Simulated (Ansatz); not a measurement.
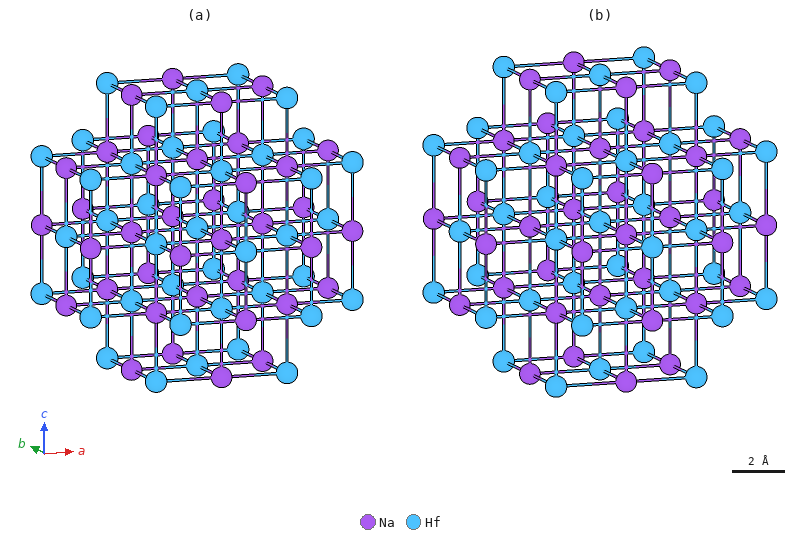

The structure of solid NaHf (built on the rock salt_225 type) (coarse preliminary run) before (left) and after (right) a relaxation, at one scale.

Style: ball-and-stick. Shown: the conventional cell (4 times the calculation's cell), slightly off an axis. Lengths and directions refer to the drawn axes.

Case: rock salt type (Fm-3m, No. 225).

Method: DFT PBE, scalar-relativistic, plane waves, PAW (Ansatz).

The input:
```yaml
crystal:
  lattice:
    - [0.0, 2.7347129926, 2.7347129926]
    - [2.7347129926, 0.0, 2.7347129926]
    - [2.7347129926, 2.7347129926, 0.0]
  atoms:
    - { symbol: Na, position: [0.0, 0.0, 0.0] }
    - { symbol: Hf, position: [0.5, 0.5, 0.5] }
basis:
  ecutwfc: 420
kpoints:
  mp_grid: { grid: [6, 6, 6] }
hamiltonian:
  xc: pbe
scf:
  occupations: { method: gaussian, width: 0.1 }
  lower_state_search: "off"
output:
  forces: true
  stress: true
  eigenvalues: true
relax:
  adjacent_minimum: "off"
  f_tol: 0.04
  max_steps: 70
  cell: { stress_tol: 0.4 }
```

Run as
```bash
ansatz run input.yaml --threads 1 --pin off --max-ram 2560MiB --backend cpu --events-out ev --progress --plain --runs-dir out
```

> What changed between the two?

No atom moves by more than 0.005 Å relative to the cell. The volume changes by +22.7 %, with a = b = c 5.469 → 5.855 Å (+7.1 %). Some distances before and after: Na1–Hf2 2.735 → 2.928 Å. The space group stays Fm-3m (No. 225). After 3 accepted moves (4 points after the start) the energy has fallen by 0.284 eV per cell of the calculation. All forces vanish by symmetry, so only the cell relaxes. The pressure goes from 11.67 to 0.02 GPa. At 1 point the geometry stayed and the basis and grid were re-selected for the new cell (energy shift of 1.6 meV per cell of the calculation at most each time). Cost: 3.4 s on 1 thread of Intel(R) Xeon(R) 6975P-C (Granite Rapids), with other jobs on the host, peak memory 0.37 GiB.
